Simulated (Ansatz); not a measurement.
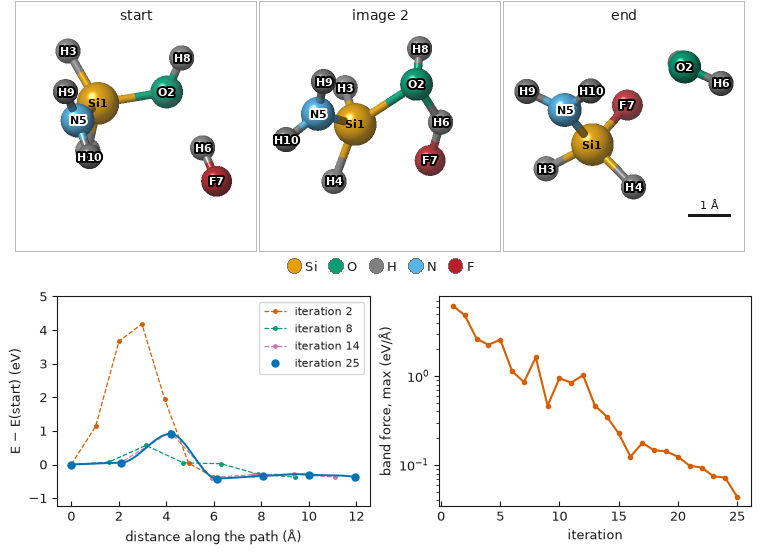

A search for the minimum-energy path of SiNH₆OF by the nudged elastic band. Images are numbered from 0 (start) to 6 (end). The plot follows the band through its iterations. The picture is a ball-and-stick view, seen from a free direction.

Computed with Ansatz, RKS PBE0-D4/def2-SVP.

Input file:
```yaml
crystal:
  periodic: [false, false, false]
  atoms:
    - {symbol: Si, position_ang: [-0.519052, 0.342740, -0.648771]}
    - {symbol: O, position_ang: [0.188149, -1.177659, -0.656100]}
    - {symbol: H, position_ang: [-0.403700, 0.903697, -2.016712]}
    - {symbol: H, position_ang: [-1.899324, 0.034571, -0.229662]}
    - {symbol: N, position_ang: [0.174559, 1.476663, 0.405535]}
    - {symbol: H, position_ang: [0.192795, -1.804178, 0.886981]}
    - {symbol: F, position_ang: [0.173339, -1.983697, 1.813433]}
    - {symbol: H, position_ang: [1.045872, -1.258193, -1.079028]}
    - {symbol: H, position_ang: [0.907631, 2.102281, 0.118422]}
    - {symbol: H, position_ang: [0.139731, 1.363776, 1.405804]}
basis:
  gaussian: {orbitals: def2-SVP}
hamiltonian: {xc: pbe0, dispersion: d4}
neb:
  images: 5
  climbing: true
  max_iterations: 40
  initial_path: idpp
  final_atoms:
    - {symbol: Si, position_ang: [-1.003893, 0.164430, -0.618286]}
    - {symbol: O, position_ang: [1.362044, -0.970833, 1.236095]}
    - {symbol: H, position_ang: [-1.878835, 0.649768, -1.709502]}
    - {symbol: H, position_ang: [-1.753392, -0.254323, 0.584966]}
    - {symbol: N, position_ang: [0.108435, 1.380597, -0.245713]}
    - {symbol: H, position_ang: [1.096657, -1.558411, 1.946825]}
    - {symbol: F, position_ang: [-0.326094, -1.201794, -1.163417]}
    - {symbol: H, position_ang: [1.174129, -1.451994, 0.423435]}
    - {symbol: H, position_ang: [0.438841, 2.026634, -0.942138]}
    - {symbol: H, position_ang: [0.782110, 1.215925, 0.487631]}
```

Run as
```bash
ansatz run in.yaml --threads 4 --pin off --events-out ev --progress --plain --max-ram 9574MiB
```

### Judge this run.

The run is converged, with reservations. The band converged in 25 iterations. The largest component of the band force went from 6.2 to 0.044 eV/Å. The climbing image converged on the top of the path. Its curvatures weren't checked. The largest force component is 0.53 eV/Å at the start and 0.78 eV/Å at the end; an end with forces this large is no minimum, and the barrier measured from it can be far off. The first iteration put the highest image at 6.12 eV. Relative to the start the highest point is image 2 at +0.91 eV and the end lies at −0.37 eV, but the profile dips to −0.42 eV at image 3 on the way, so the process runs in steps.

The run took 2.3 min on 4 threads of Arm Neoverse V2, with other jobs on the host.
